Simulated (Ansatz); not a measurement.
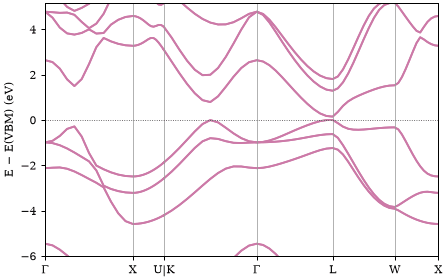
Figure: Band structure from plane-wave PAW PBEsol with spin–orbit coupling (Ansatz code)

### Question
Read off the gap and where the band edges lie.

### Answer
About 0.1 eV (0.15 eV by a search for the band edges); maximum at L, minimum at L.

The material is TePb (rock salt, Fm-3m).

The cell was relaxed with PBEsol under the symmetry of its start.

Potentials: the earlier of the program's two PAW sets. The files were generated under PBE; for other functionals the program regenerates the frozen cores, and for LDA and PBEsol the local potential too.
